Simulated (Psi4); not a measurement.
# GaNH4 (GaH2(NH2)): a chain of runs

Wanted: a geometry optimisation (singlet GaNH4, r2SCAN-3c/def2-mTZVPP), then the energy (doublet [GaNH4]+, U-r2SCAN-3c/def2-mTZVPP), then a structure relaxation (doublet [GaNH4]+, U-r2SCAN-3c/def2-mTZVPP), then the energy (singlet GaNH4, r2SCAN-3c/def2-mTZVPP) of GaH4N. 

The calculation is run with Psi4 1.11.

## (1) The structure to begin with

GaNH4: 6 atoms, total charge 0, spin state singlet. SMILES: `[H][Ga]([H])[NH2]`. Geometry: a GFN2-xTB relaxation, a rough one for these elements and not checked as a minimum. The run starts from this shape.

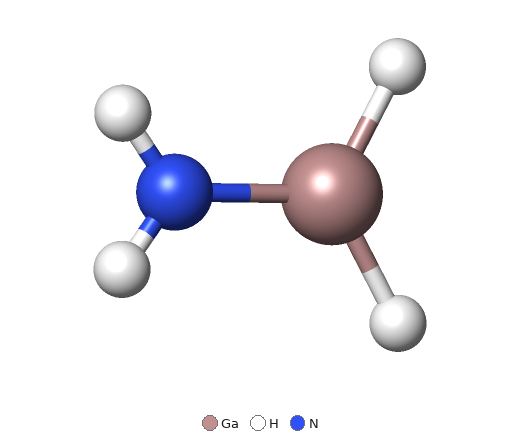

Viewed from a chosen angle; gallium pink, hydrogen white, nitrogen blue.

## (2) A structure relaxation at r2SCAN-3c/def2-mTZVPP (density fitting) (run 1)

run.py

```python
import psi4

psi4.set_memory(1600000000)
psi4.set_num_threads(1)
psi4.set_output_file('output.dat', False)

geom = psi4.geometry("""
0 1
Ga     0.80133836     1.38603852     0.01445640
H      3.57165796     1.42502357     0.94762206
H     -0.55057171     3.81395865    -0.89601364
N     -0.90366703    -1.56053583    -0.00236216
H     -2.71311759    -1.79733741    -0.58218682
H     -0.20564000    -3.26714750     0.51848416
units bohr
""")

result, w = psi4.optimize('r2scan-3c', return_wfn=True)
print('E =', round(result, 9))
geom.save_xyz_file('final.xyz', False)
for k, v in sorted(psi4.core.scalar_variables().items()):
    print(f'{k:45s} {v:18.10f}')
```

Run with:

```bash
$ python run.py
```

output.dat:

```text
[...]
  Running in c1 symmetry.
[...]
  Nuclear repulsion =  108.906552836141557
[...]
  Multiplicity = 1
[...]
  Nalpha       = 21
  Nbeta        = 21
[...]
    Number of basis functions: 80
[...]
   @DF-RKS iter   1: -1979.78551761673748   -1.05601e+00   4.09020e-02 DIIS/ADIIS
[...]
   @DF-RKS iter   7: -1981.98648670225089   -4.54747e-13   2.62794e-09 DIIS
[...]
  @DF-RKS Final Energy: -1981.98648670225089
   => Energetics <=
    Nuclear Repulsion Energy =            108.2646909615193920
    One-Electron Energy =               -2977.0828152813942324
    Two-Electron Energy =                 970.2648230610029714
    DFT Exchange-Correlation Energy =     -83.4378394533084418
    Empirical Dispersion Energy =           0.0046540099293546
    VV10 Nonlocal Energy =                  0.0000000000000000
    Total Energy =                      -1981.9864867022508861
[...]
  -Total Gradient:
     Atom            X                  Y                   Z
    ------   -----------------  -----------------  -----------------
       1        0.000019727189    -0.000094784581    -0.000163577353
       2       -0.000070565427    -0.000068857803     0.000058768495
       3       -0.000068480218    -0.000072902051     0.000061402357
       4       -0.000034237410    -0.000033613050     0.000049179369
       5       -0.000044752161    -0.000083231746    -0.000000889217
       6       -0.000055909791    -0.000082180238    -0.000002825342
[...]
```

Standard output:

```text
Optimizer: Optimization complete!
E = -1981.986486702
CURRENT ENERGY                                  -1981.9864867023
CURRENT REFERENCE ENERGY                        -1981.9864867023
DD SOLVATION ENERGY                                 0.0000000000
DFT FUNCTIONAL TOTAL ENERGY                     -1981.9911407122
DFT TOTAL ENERGY                                -1981.9864867023
DFT VV10 ENERGY                                     0.0000000000
DFT XC ENERGY                                     -83.4378394533
DISPERSION CORRECTION ENERGY                       -0.0007707674
GRID ELECTRONS ALPHA                               21.0000047925
GRID ELECTRONS BETA                                21.0000047925
GRID ELECTRONS TOTAL                               42.0000095850
NUCLEAR REPULSION ENERGY                          108.2646909615
ONE-ELECTRON ENERGY                             -2977.0828152814
OPTIMIZATION ITERATIONS                             6.0000000000
PCM POLARIZATION ENERGY                             0.0000000000
PE ENERGY                                           0.0000000000
R2SCAN3C DISPERSION CORRECTION ENERGY              -0.0007707674
SCF ITERATION ENERGY                            -1981.9864867023
SCF ITERATIONS                                      7.0000000000
SCF TOTAL ENERGY                                -1981.9864867023
TWO-ELECTRON ENERGY                               970.2648230610
XC GRID RADIAL POINTS                              75.0000000000
XC GRID SPHERICAL POINTS                          302.0000000000
XC GRID TOTAL POINTS                           130891.0000000000
```

It took 35 s on 1 thread of Intel Xeon 6975P-C (Granite Rapids), shared host; peak memory 0.88 GiB.

Steps, from the record of the run:

| step | energy from the first frame kept (eV) | largest force (eV/Å) |
| --- | --- | --- |
| 0 | 0.0000 | 0.9537 |
| 1 | -0.0169 | 0.2571 |
| 2 | -0.0222 | 0.0978 |
| 3 | -0.0227 | 0.0600 |
| 4 | -0.0228 | 0.0090 |
| 5 | -0.0228 | 0.0098 |

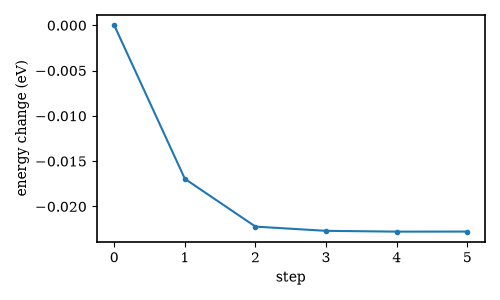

Energy along the run.

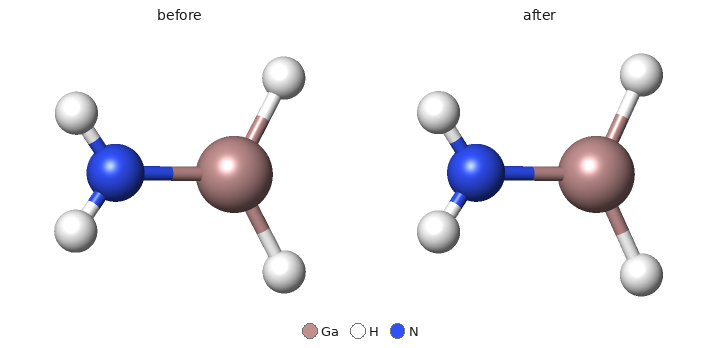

Before and after, at one scale.

After the run. Bond lengths: Ga1–N4 1.820 Å, Ga1–H2 1.552 Å, Ga1–H3 1.552 Å, N4–H5 1.007 Å, N4–H6 1.007 Å. Angles: Ga1–N4–H5 124.3°, Ga1–N4–H6 124.3°, H2–Ga1–N4 116.1°, H3–Ga1–N4 116.1°, H5–N4–H6 111.3°, H2–Ga1–H3 127.7°.

## (3) The doublet cation: the energy at U-r2SCAN-3c/def2-mTZVPP (density fitting) (run 2)

calc.dat

```
memory 1.6 GB

molecule geom {
  1 2
  Ga     0.426087     0.737453     0.008245
  H      1.891522     0.676498     0.516730
  H     -0.357575     1.983757    -0.484106
  N     -0.484256    -0.838706    -0.005260
  H     -1.438370    -0.940667    -0.310664
  H     -0.096592    -1.721036     0.286630
  units angstrom
}

set reference uks

energy("r2scan-3c")
```

Run with:

```bash
$ psi4 calc.dat calc.out -n 1
```

calc.out:

```text
[...]
  Running in c1 symmetry.
[...]
  Nuclear repulsion =  108.264702322016944
[...]
  Multiplicity = 2
[...]
  Nalpha       = 21
  Nbeta        = 20
[...]
    Number of basis functions: 80
[...]
   @DF-UKS iter   1: -1979.64417885712601   -9.36099e-01   4.00532e-02 ADIIS/DIIS
[...]
   @DF-UKS iter  12: -1981.63225581563302   -3.46356e-08   4.41275e-07 DIIS
[...]
   @S^2 Observed:                7.550093336E-01
[...]
  @DF-UKS Final Energy: -1981.63225581563302
   => Energetics <=
    Nuclear Repulsion Energy =            108.2647023220169444
    One-Electron Energy =               -2965.7902421152275565
    Two-Electron Energy =                 959.0727368672094144
    DFT Exchange-Correlation Energy =     -83.1841831887585670
    Empirical Dispersion Energy =           0.0047302991268872
    VV10 Nonlocal Energy =                  0.0000000000000000
    Total Energy =                      -1981.6322558156330160
[...]
 Multipole Moments:
 ------------------------------------------------------------------------------------
     Multipole            Electronic (a.u.)      Nuclear  (a.u.)        Total (a.u.)
 ------------------------------------------------------------------------------------
 L = 1.  Multiply by 2.5417464519 to convert [e a0] to [Debye]
 Dipole X            :          1.0253898           -2.0613370           -1.0359471
 Dipole Y            :          1.7704204           -3.5676317           -1.7972113
 Dipole Z            :          0.0096657           -0.0296983           -0.0200325
 Magnitude           :                                                    2.0745015
[...]
```

Run time: 12 s. Hardware: 1 thread of Intel Xeon 6975P-C (Granite Rapids), shared host; peak memory 0.86 GiB.

## (4) The doublet cation: a geometry optimisation at U-r2SCAN-3c/def2-mTZVPP (density fitting) (run 3)

job.dat

```
memory 1.6 GB

molecule molecule1 {
  1 2
  Ga     0.426087     0.737453     0.008245
  H      1.891522     0.676498     0.516730
  H     -0.357575     1.983757    -0.484106
  N     -0.484256    -0.838706    -0.005260
  H     -1.438370    -0.940667    -0.310664
  H     -0.096592    -1.721036     0.286630
  symmetry c1
}

set {
  reference uks
}

energy_value, wavefunction = opt("r2scan-3c", return_wfn=True)
```

Run with:

```bash
$ psi4 -n 1 job.dat job.out
```

job.out:

```text
[...]
  Running in c1 symmetry.
[...]
  Nuclear repulsion =  108.264702322016944
[...]
  Multiplicity = 2
[...]
  Nalpha       = 21
  Nbeta        = 20
[...]
    Number of basis functions: 80
[...]
   @DF-UKS iter   1: -1979.64417885712601   -9.36099e-01   4.00532e-02 ADIIS/DIIS
[...]
   @DF-UKS iter   8: -1981.65156666219696   -9.09495e-13   5.79130e-09 DIIS
[...]
   @S^2 Observed:                7.556416933E-01
[...]
  @DF-UKS Final Energy: -1981.65156666219696
   => Energetics <=
    Nuclear Repulsion Energy =             99.1697995048371865
    One-Electron Energy =               -2947.9239853772842253
    Two-Electron Energy =                 950.2265546622506918
    DFT Exchange-Correlation Energy =     -83.1282622615127309
    Empirical Dispersion Energy =           0.0043268095121152
    VV10 Nonlocal Energy =                  0.0000000000000000
    Total Energy =                      -1981.6515666621969558
[...]
  -Total Gradient:
     Atom            X                  Y                   Z
    ------   -----------------  -----------------  -----------------
       1       -0.000012513069    -0.000021795282    -0.000000542546
       2        0.000009372753     0.000014545253     0.000001003086
       3        0.000007829222     0.000015409761    -0.000000561311
       4        0.000038029936     0.000066022253     0.000001387509
       5        0.000014199561     0.000040286348    -0.000002144639
       6        0.000027708526     0.000032249543     0.000002360236
[...]
```

On the terminal:

```text
Optimizer: Optimization complete!
```

Run time: 66 s. Hardware: 1 thread of Intel Xeon 6975P-C (Granite Rapids), shared host; peak memory 0.87 GiB.

Steps, from the record of the run:

| step | energy from the first frame kept (eV) | largest force (eV/Å) |
| --- | --- | --- |
| 0 | 0.0000 | 4.6144 |
| 1 | -0.3809 | 1.6919 |
| 2 | -0.4792 | 0.7840 |
| 3 | -0.5158 | 0.3311 |
| 4 | -0.5241 | 0.1226 |
| 5 | -0.5249 | 0.0692 |
| 6 | -0.5254 | 0.0248 |
| 7 | -0.5255 | 0.0039 |

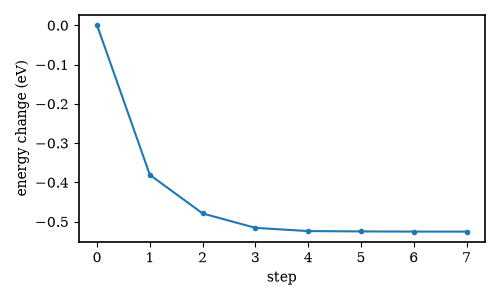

Energy along the run.

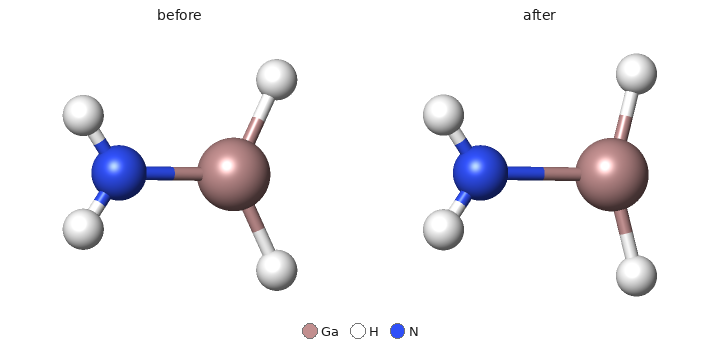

Before and after, at one scale.

After the run. Bond lengths: Ga1–N4 2.086 Å, Ga1–H2 1.527 Å, Ga1–H3 1.527 Å, N4–H5 1.024 Å, N4–H6 1.024 Å. Angles: Ga1–N4–H5 125.0°, Ga1–N4–H6 125.0°, H2–Ga1–N4 104.8°, H3–Ga1–N4 104.8°, H5–N4–H6 110.0°, H2–Ga1–H3 150.4°.

## (5) A single-point energy at r2SCAN-3c/def2-mTZVPP (density fitting) (run 4)

gah4n.xyz

```xyz
6
GaH4N
Ga     0.453957     0.786187     0.009263
H      1.840123     0.432000     0.542688
H     -0.542014     1.816890    -0.517177
N     -0.588041    -1.020406    -0.009383
H     -1.558148    -1.135987    -0.315987
H     -0.205004    -1.922678     0.286694
```

calc.py

```python
import psi4

psi4.set_memory('1600 MB')
psi4.set_num_threads(1)
psi4.core.set_output_file('gah4n.out', False)

with open('gah4n.xyz') as f:
    atoms = ''.join(f.readlines()[2:])
m = psi4.geometry('0 1\n' + atoms + 'symmetry c1')

E = psi4.energy('r2scan-3c')
print('E =', round(E, 9))
for k, v in sorted(psi4.core.scalar_variables().items()):
    print(f'{k:45s} {v:18.10f}')
```

Run with:

```bash
$ python calc.py
```

gah4n.out:

```text
[...]
  Running in c1 symmetry.
[...]
  Nuclear repulsion =   99.169808555780236
[...]
  Multiplicity = 1
[...]
  Nalpha       = 21
  Nbeta        = 21
[...]
    Number of basis functions: 80
[...]
   @DF-RKS iter   1: -1979.82180734147528   -1.33265e+00   4.04668e-02 DIIS/ADIIS
[...]
   @DF-RKS iter  11: -1981.96192959212976   -8.97421e-09   2.07116e-07 DIIS
[...]
  @DF-RKS Final Energy: -1981.96192959212976
   => Energetics <=
    Nuclear Repulsion Energy =             99.1698085557802358
    One-Electron Energy =               -2958.6343974816059017
    Two-Electron Energy =                 960.8590237258722482
    DFT Exchange-Correlation Energy =     -83.3606182672639164
    Empirical Dispersion Energy =           0.0042538750876771
    VV10 Nonlocal Energy =                  0.0000000000000000
    Total Energy =                      -1981.9619295921297635
[...]
 Multipole Moments:
 ------------------------------------------------------------------------------------
     Multipole            Electronic (a.u.)      Nuclear  (a.u.)        Total (a.u.)
 ------------------------------------------------------------------------------------
 L = 1.  Multiply by 2.5417464519 to convert [e a0] to [Debye]
 Dipole X            :          2.8417664           -2.6784214            0.1633450
 Dipole Y            :          4.9269867           -4.6437871            0.2831996
 Dipole Z            :          0.0508607           -0.0479474            0.0029134
 Magnitude           :                                                    0.3269435
[...]
```

Standard output:

```text
E = -1981.961929592
CURRENT ENERGY                                  -1981.9619295921
CURRENT REFERENCE ENERGY                        -1981.9619295921
DD SOLVATION ENERGY                                 0.0000000000
DFT FUNCTIONAL TOTAL ENERGY                     -1981.9661834672
DFT TOTAL ENERGY                                -1981.9619295921
DFT VV10 ENERGY                                     0.0000000000
DFT XC ENERGY                                     -83.3606182673
DISPERSION CORRECTION ENERGY                        0.0042538751
GRID ELECTRONS ALPHA                               20.9999992859
GRID ELECTRONS BETA                                20.9999992859
GRID ELECTRONS TOTAL                               41.9999985719
NUCLEAR REPULSION ENERGY                           99.1698085558
ONE-ELECTRON ENERGY                             -2958.6343974816
PCM POLARIZATION ENERGY                             0.0000000000
PE ENERGY                                           0.0000000000
R2SCAN3C DISPERSION CORRECTION ENERGY              -0.0007596920
SCF ITERATION ENERGY                            -1981.9619295921
SCF ITERATIONS                                     11.0000000000
SCF TOTAL ENERGY                                -1981.9619295921
TWO-ELECTRON ENERGY                               960.8590237259
XC GRID RADIAL POINTS                              75.0000000000
XC GRID SPHERICAL POINTS                          302.0000000000
XC GRID TOTAL POINTS                           130944.0000000000
```

Run time: 8.7 s. Hardware: 1 thread of Intel Xeon 6975P-C (Granite Rapids), shared host; peak memory 0.84 GiB.

## (6) Outcome

| quantity | value |
| --- | --- |
| run 1, r2SCAN-3c/def2-mTZVPP: total energy at the end | -1981.98649 Eh |
| run 1, r2SCAN-3c/def2-mTZVPP: dipole moment | 0.91 D |
| run 1, r2SCAN-3c/def2-mTZVPP: HOMO energy | -6.24 eV |
| run 1, r2SCAN-3c/def2-mTZVPP: LUMO energy | -1.15 eV |
| run 1, r2SCAN-3c/def2-mTZVPP: HOMO–LUMO gap | 5.09 eV |
| doublet cation, run 2: total energy | -1981.63226 Eh |
| doublet cation, run 2: HOMO energy (highest over α and β) | -13.21 eV |
| doublet cation, run 2: LUMO energy (lowest over α and β) | -12.85 eV |
| doublet cation, run 2: ⟨S²⟩ | 0.755 |
| doublet cation, run 3: total energy at the end | -1981.65157 Eh |
| doublet cation, run 3: HOMO energy (highest over α and β) | -13.90 eV |
| doublet cation, run 3: LUMO energy (lowest over α and β) | -11.49 eV |
| doublet cation, run 3: ⟨S²⟩ | 0.756 |
| run 4, r2SCAN-3c/def2-mTZVPP: total energy | -1981.96193 Eh |
| run 4, r2SCAN-3c/def2-mTZVPP: dipole moment | 0.83 D |
| run 4, r2SCAN-3c/def2-mTZVPP: HOMO energy | -5.28 eV |
| run 4, r2SCAN-3c/def2-mTZVPP: LUMO energy | -1.66 eV |
| run 4, r2SCAN-3c/def2-mTZVPP: HOMO–LUMO gap | 3.62 eV |
| adiabatic ionisation energy (to the doublet cation, no zero-point term) | 9.114 eV |

**Reading.** The adiabatic ionisation energy (to the doublet cation, no zero-point term) is 9.11 eV (210 kcal/mol). The optimisation (run 1, r2SCAN-3c/def2-mTZVPP) took 6 steps and changed the energy by -0.023 eV. The optimisation (doublet cation, run 3) took 8 steps and changed the energy by -0.525 eV.
